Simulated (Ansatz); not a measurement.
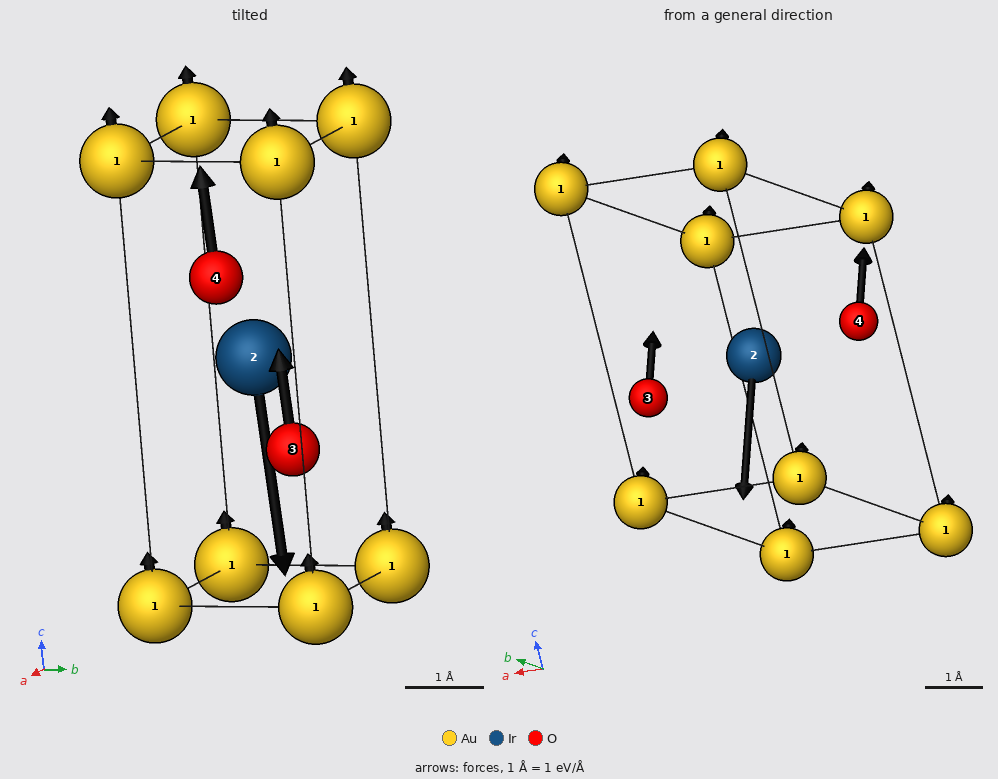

The crystal in a spheres-only representation, seen slightly off an axis and from a general direction. Thin lines show the cell (the run's own, in a reduced setting), with boundary atoms drawn in all their periodic places. The arrows are the computed forces on the atoms.

System: IrAuO$_{2}$. Theory: DFT PBEsol, scalar-relativistic, plane waves, PAW (Ansatz 0.2.0). Numerical settings: plane-wave cutoff 420 eV, k-points about 0.19 Å⁻¹ apart, Gaussian smearing of 0.05 eV, no spin polarisation.

Question: Could this be the end point of a relaxation?

Answer: No. The atoms still feel forces of up to about 2.4 eV/Å, far above a usual threshold of 0.01 to 0.03 eV/Å.

Question: Identify the atom with the maximum force.

Answer: Ir2, about 2.4 eV/Å.

The initial geometry was a structure type filled with these elements by a generator (whether the compound takes this form wasn't checked). The cell was then strained or its atoms displaced on purpose. A calculation with Ansatz used it as input.
